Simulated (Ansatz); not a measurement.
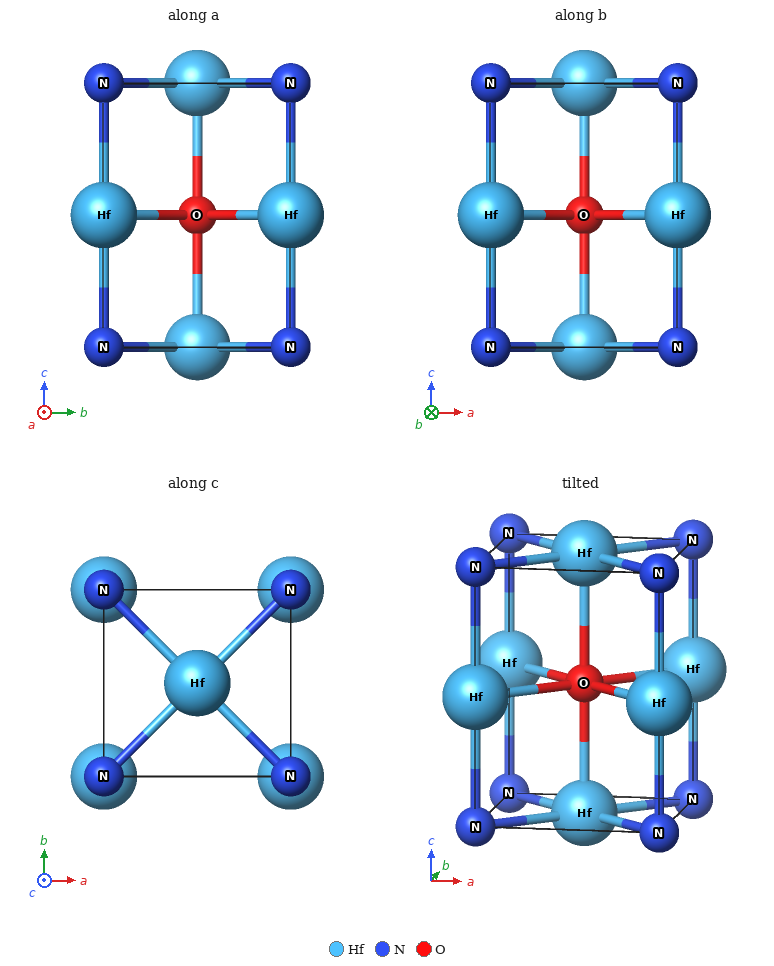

An orthographic ball-and-stick view of the structure, along the a axis, along the b axis, along the c axis and slightly off an axis. The parallelepiped is the conventional unit cell.

Lattice parameters: a = 3.2245 Å, b = 3.2245 Å, c = 4.5550 Å, α = 90.000°, β = 90.000°, γ = 90.000°.

Set out the cell and atoms as a CIF with its space group and independent sites.

Answer.
```cif
data_structure
_symmetry_space_group_name_H-M 'P 4/m m m'
_symmetry_Int_Tables_number 123
_cell_length_a 3.2245
_cell_length_b 3.2245
_cell_length_c 4.5550
_cell_angle_alpha 90.000
_cell_angle_beta 90.000
_cell_angle_gamma 90.000
_cell_volume 47.36
loop_
_atom_site_label
_atom_site_type_symbol
_atom_site_symmetry_multiplicity
_atom_site_Wyckoff_symbol
_atom_site_fract_x
_atom_site_fract_y
_atom_site_fract_z
_atom_site_occupancy
Hf1 Hf 1 b 0.0000 0.0000 0.5000 1
Hf2 Hf 1 c 0.5000 0.5000 0.0000 1
N1 N 1 a 0.0000 0.0000 0.0000 1
O1 O 1 d 0.5000 0.5000 0.5000 1
```

The initial geometry was a structure type filled with these elements by a generator (whether the compound takes this form wasn't checked). Earlier steps of the study may have refined or changed the cell and positions. Ansatz was used for an electronic-structure calculation on it.
